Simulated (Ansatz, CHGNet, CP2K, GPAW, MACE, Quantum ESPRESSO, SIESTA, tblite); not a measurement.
# Running random packing of C68N32 (at. %) (79 atoms) with SIESTA, part 2 of 2

Aim: run random packing of C68N32 (at. %) (79 atoms) in SIESTA and see how near its forces come to a plane-wave reference, and at what cost.

Program: SIESTA 5.4.2; the method stands at each step. Banners, paths, timers and routine set-up lines are dropped from the logs unmarked, and long logs keep their key lines alone; longer cuts are marked. The potentials were converted by us to PSML.

So far. Step 3 (PBE, SZ, shift 0.01 Ry, mesh 500 Ry): Against the first run (5.4 %), the force difference from the reference is 72 %, at 0.23 times the CPU time (on 1 against 2 cores), with 316 basis functions against 1027: the smaller basis costs accuracy. Step 4 (PBE, DZ, shift 0.01 Ry, mesh 500 Ry): Against the first run (5.4 %), the force difference from the reference is 31 %, at 0.34 times the CPU time, with 632 basis functions against 1027: the smaller basis costs accuracy.

### 5. RPBE, PBE potentials, DZP, shift 0.01 Ry, mesh 500 Ry

Method: Kohn-Sham DFT, RPBE, PseudoDojo 0.4.1 norm-conserving pseudopotentials (converted to PSML), numerical atomic orbitals (DZP), diagonalisation.

The input, input.fdf:

```
SystemLabel cell
NumberOfAtoms 79
NumberOfSpecies 2
%block ChemicalSpeciesLabel
  1 6 C
  2 7 N
%endblock ChemicalSpeciesLabel
LatticeConstant 1.0 Ang
%block LatticeVectors
  8.88940 0.00000 0.00000
  0.00000 8.88940 0.00000
  0.00000 0.00000 8.88940
%endblock LatticeVectors
PAO.BasisSize DZP
PAO.EnergyShift 0.01 Ry
XC.Functional GGA
XC.Authors RPBE
MeshCutoff 500 Ry
%block kgrid_Monkhorst_Pack
  1 0 0 0.0
  0 1 0 0.0
  0 0 1 0.0
%endblock kgrid_Monkhorst_Pack
SolutionMethod diagon
OccupationFunction FD
ElectronicTemperature 580 K
SCF.Mixer.Method Pulay
SCF.Mixer.Weight 0.05
SCF.Mixer.History 8
SCF.Mix Hamiltonian
MaxSCFIterations 300
SCF.DM.Tolerance 1e-04
SCF.H.Tolerance 1.0e-3 eV
WriteForces T
Write.HirshfeldPop T
Write.VoronoiPop T
Write.DM F
Write.H F
XML.Write F
AtomicCoordinatesFormat Fractional
%block AtomicCoordinatesAndAtomicSpecies
[... 79 atom lines left out: the same atoms as in the first run ...]
%endblock AtomicCoordinatesAndAtomicSpecies
```

On the command line:

```bash
OMP_NUM_THREADS=1 mpirun -np 2 siesta < input.fdf > output.txt
```

Log:

```text
Version         : 5.4.2
reinit: System Name:
reinit: System Label: cell
initatom: Reading input for the pseudopotentials and atomic orbitals ----------
Species number:   1 Atomic number:    6 Label: C
Species number:   2 Atomic number:    7 Label: N
Ground state valence configuration (from tables):   2s02  2p02  3d00  4f00
[... lines left out ...]
        iscf     Eharris(eV)        E_KS(eV)     FreeEng(eV)     dDmax    Ef(eV) dHmax(eV)
[... lines left out ...]
SCF Convergence by DM+H criterion
[... lines left out ...]
SCF cycle converged after 23 iterations
[... lines left out ...]
   Max    5.143563
[... lines left out ...]
   Max    5.143563    constrained
Stress tensor Voigt[x,y,z,yz,xz,xy] (kbar):      161.07      251.83      180.99      -11.12      -15.74       -1.50
[... lines left out ...]
siesta: FreeEng =    -15622.178056
[... lines left out ...]
siesta:         Fermi =      -4.431176
[... lines left out ...]
siesta:          -0.12356114         -0.08260432  eV/Ang**3
siesta:        -197.96677599       -132.34671448  kBar
    Orbital volume contribution        =          26.946635 eV
    (Free)E + p_basis*V_orbitals       =      -15595.231421 eV
    (Free)Eharris+ p_basis*V_orbitals  =      -15595.231425 eV
Hirshfeld Atomic Populations:
Atom #   charge [q] valence [e]  Species
     1     0.003029    3.996971  C
     2    -0.006444    4.006444  C
     3     0.000137    3.999863  C
[...]
55     0.015207    4.984793  N
    56    -0.062824    5.062824  N
    57    -0.017037    5.017037  N
[...]
--------------------
 Total    -0.000034
Voronoi Atomic Populations:
Atom #   charge [q] valence [e]  Species
[...]
53     0.045628    3.954372  C
    54     0.016182    3.983818  C
[...]
78    -0.051928    5.051928  N
    79    -0.006193    5.006193  N
--------------------
 Total    -0.000034
```

It took 3.1 min on 2 MPI ranks of Arm Neoverse V2, shared host; peak memory 1.6 GiB; 6.2 min of CPU time.

Compared with the plane-wave run:

```yaml
r_m_s_force_component: 1.951 eV/Å
r_m_s_difference_of_force_components: 89.74 meV/Å
longest_difference_of_force_vectors: 350.4 meV/Å
force_difference_over_r_m_s_force: 4.595 %
slope_of_forces_against_the_reference_s: 0.9977
correlation_of_force_components: 0.9989
pressure: -19.8 GPa
pressure_difference: 4.341 GPa
```

Against the first run (5.4 %), the force difference from the reference is 4.6 %, at 0.99 times the CPU time; another functional landing nearer a PBE reference means that errors partly cancel.

### 6. Side by side

Differences are against the plane-wave reference, forces as r.m.s. over components; share is that over the reference's r.m.s. force, slope the least-squares factor from reference forces to these. Total energies of different programs have different zeros and aren't compared.

| run | Δ force, r.m.s. (meV/Å) | share (%) | slope | Δ pressure (GPa) | cores | CPU time | memory (GiB) |
| --- | --- | --- | --- | --- | --- | --- | --- |
| reference | - | - | - | - | 2 | 5.6 min | 1.7 |
| SIESTA PBE, DZP, shift 0.01 Ry, mesh 500 Ry | 105 | 5.38 | 0.983 | 1.89 | 2 | 6.2 min | 1.6 |
| SIESTA PBE, SZ, shift 0.01 Ry, mesh 500 Ry (coarse) | 1405 | 71.9 | 0.572 | 23.3 | 1 | 86 s | 0.65 |
| SIESTA PBE, DZ, shift 0.01 Ry, mesh 500 Ry (coarse) | 608 | 31.2 | 0.855 | 10.2 | 2 | 2.1 min | 1 |
| SIESTA RPBE, PBE potentials, DZP, shift 0.01 Ry, mesh 500 Ry | 89.7 | 4.59 | 0.998 | 4.34 | 2 | 6.2 min | 1.6 |

Rows marked coarse were listed beforehand as settings not expected to be converged; some can still land near the reference.

CPU time is summed over cores on a shared host, where runs went side by side, so it is rough. Symmetry, cutoffs, thresholds, outputs and thread counts weren't matched or tuned between programs; memory under MPI is the largest rank's times the ranks.

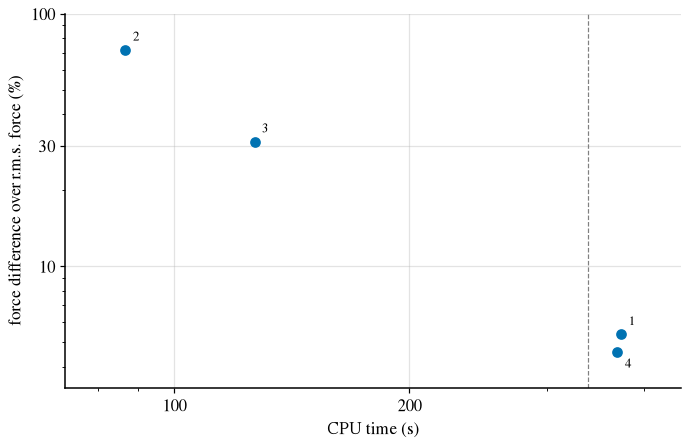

Force difference against CPU time; the dashed line marks the reference's time. Points: 1 SIESTA PBE, DZP, shift 0.01 Ry, mesh 500 Ry; 2 SIESTA PBE, SZ, shift 0.01 Ry, mesh 500 Ry; 3 SIESTA PBE, DZ, shift 0.01 Ry, mesh 500 Ry; 4 SIESTA RPBE, PBE potentials, DZP, shift 0.01 Ry, mesh 500 Ry.

### 7. Summary of results

```
nearest in forces : SIESTA RPBE, PBE potentials, DZP, shift 0.01 Ry, mesh 500 Ry, 4.6 %
its CPU time      : 6.2 min
```

In words: The PBE run in local orbitals, coarse settings apart, differs by 5.4 % (SIESTA PBE, DZP, shift 0.01 Ry, mesh 500 Ry); basis, grid and potentials can all enter. Rows with another functional or a dispersion term differ by 4.6 % (SIESTA RPBE, PBE potentials, DZP, shift 0.01 Ry, mesh 500 Ry), which mixes the change of model with differences of basis and potentials, some of them made for another functional. Runs with settings chosen to be coarse differ by 31 % (SIESTA PBE, DZ, shift 0.01 Ry, mesh 500 Ry) to 72 % (SIESTA PBE, SZ, shift 0.01 Ry, mesh 500 Ry), their programs' other errors included. Of the electronic-structure runs that take under half the reference's CPU time, SIESTA PBE, DZ, shift 0.01 Ry, mesh 500 Ry comes nearest, at 31 % in 2.1 min against 5.6 min; its pressure misses by +10.2 GPa. In pressure, SIESTA PBE, SZ, shift 0.01 Ry, mesh 500 Ry misses by +23.3 GPa, at the same functional. The reference's pressure holds the uncorrected Pulay stress of its 60 Ry basis, so small pressure differences, and their order, may be the reference's own error. The electron count is odd in these runs, and they have no spin polarisation, so the unpaired electron is spread evenly over both spins. The reference's stress is far from hydrostatic: its diagonal is -20.5, -29.5, -22.4 GPa, compression counted positive. The reference's pressure of -24 GPa says that the cell would shrink at this level of theory. The electronic-structure runs sample only Γ, in a cell whose shortest periodic width is 9 Å, which is coarse for a cell with partly filled levels.

[Also dropped from logs without a mark: logging warnings of Python, and SIESTA's first energy breakdown and zero terms.]

[Logs are printed without paths, hosts, clocks, repeated set-up lines and the standing remarks that a program may print on its own settings, such as how far it seeks lower states.]

[Hosts, paths, dates, database ids (printed as entryN), source tags and the programs' standing remarks are cut or masked in the printed files.]
